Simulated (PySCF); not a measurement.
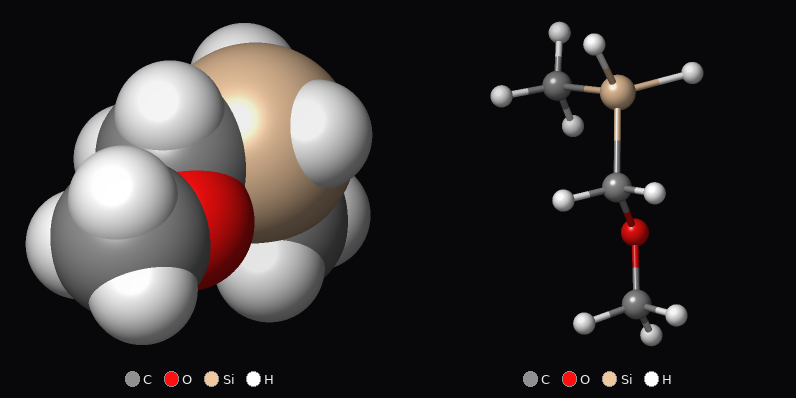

Both panels show the same species.

The geometry was computed by an optimisation with PBE0-D3(BJ)/def2-SVP. No frequency run is at hand to confirm it as a minimum.

Which formula does it have?

Answer. C3H10OSi, 15 atoms: 3 carbon, 10 hydrogen, 1 oxygen and 1 silicon.

What is the point group of this geometry?

Answer. C1.

Give a SMILES string for it.

Answer. COC[SiH2]C

Does it have rings?

Answer. It has no ring.

More results for the same structure follow; atom numbers are the same in all pictures, views and colours differ.

### Electronic properties

No frequency run is at hand to confirm it as a minimum. Level of theory: ωB97X-D/def2-SVPD in methanol (IEF-PCM) (PySCF 2.14.0). Excitations: vertical, linear response.

Give the brightest of the 6 lowest singlets at this level.

Answer. 8.53 eV.

Give the HOMO–LUMO gap at this level.

Answer. 11.82 eV.

What is the dipole moment?

Answer. 1.69 D.

Give the HOMO energy (Kohn–Sham orbital) at this level.

Answer. −9.48 eV.

### Bond orders

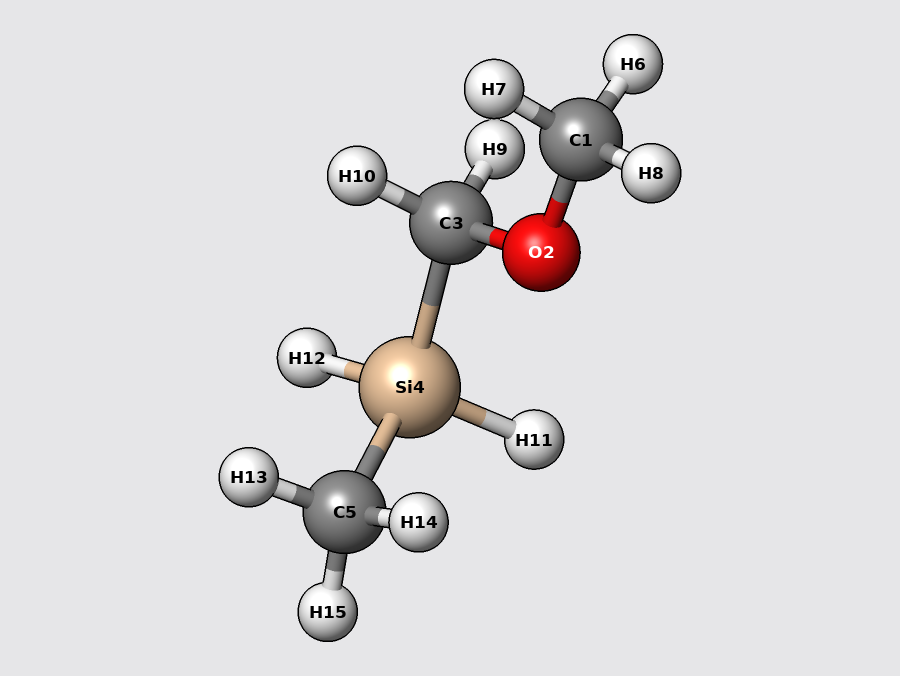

Every bond is drawn as one stick. No frequency run is at hand to confirm it as a minimum. Computed with PBE0/pcSseg-1 in cyclohexane (IEF-PCM) (PySCF 2.14.0).

List the Mayer bond orders of C1–O2, C1–H6, C1–H7, C1–H8, O2–C3, C3–Si4, C3–H9, C3–H10, Si4–C5, Si4–H11, Si4–H12, C5–H13, C5–H14, C5–H15.

```
   bond  Mayer order  length (Å)
  C1–O2         0.93       1.393
  C1–H6         0.96       1.108
  C1–H7         0.96       1.109
  C1–H8         0.97       1.099
  O2–C3         0.89       1.403
 C3–Si4         0.89       1.897
  C3–H9         0.94       1.111
 C3–H10         0.93       1.112
 Si4–C5         0.97       1.875
Si4–H11         0.95       1.496
Si4–H12         0.94       1.499
 C5–H13         0.95       1.101
 C5–H14         0.95       1.101
 C5–H15         0.96       1.100
```

### NMR shielding

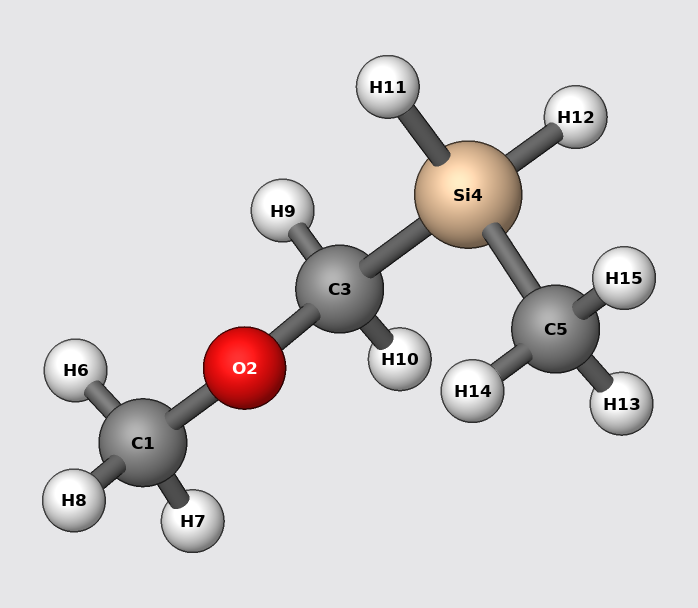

No frequency run is at hand to confirm it as a minimum. Method: GIAO PBE0/pcSseg-1 NMR shielding, non-relativistic, IEF-PCM cyclohexane (PySCF 2.14.0). Principal shieldings σ11 ≤ σ22 ≤ σ33, span Ω = σ33 − σ11, skew κ = 3(σiso − σ22)/Ω.

Give the shielding tensors of the O atoms.

```tsv
atom	σ11	σ22	σ33	σiso	Ω	κ
O2	322.2	329.5	350.0	333.9	27.8	0.48
```

Shieldings and span in ppm.
